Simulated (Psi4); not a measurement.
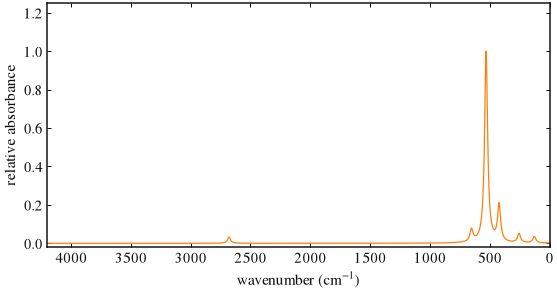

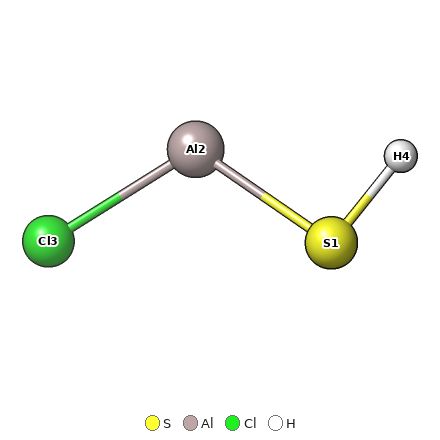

Infrared spectrum of AlHSCl, SMILES [SH][Al][Cl], doublet. Unscaled harmonic wavenumbers and double-harmonic intensities, r2SCAN/aug-cc-pVDZ in Psi4 1.11, at a geometry relaxed at this level, isolated molecule. Lorentzian lines of 30 cm⁻¹ full width. Close modes add up in the curve.

### Which lines are the most intense?

530.4 cm⁻¹ (140.6 km/mol), 422.2 cm⁻¹ (27.1 km/mol) and 652.5 cm⁻¹ (9.0 km/mol).

### Which is the highest mode?

2679.3 cm⁻¹ (4.6 km/mol).

### List the modes.

```tsv
cm⁻¹	km/mol
127.4	4.8
255.1	6.7
422.2	27.1
530.4	140.6
652.5	9.0
2679.3	4.6
```

Caveats: double-zeta basis.
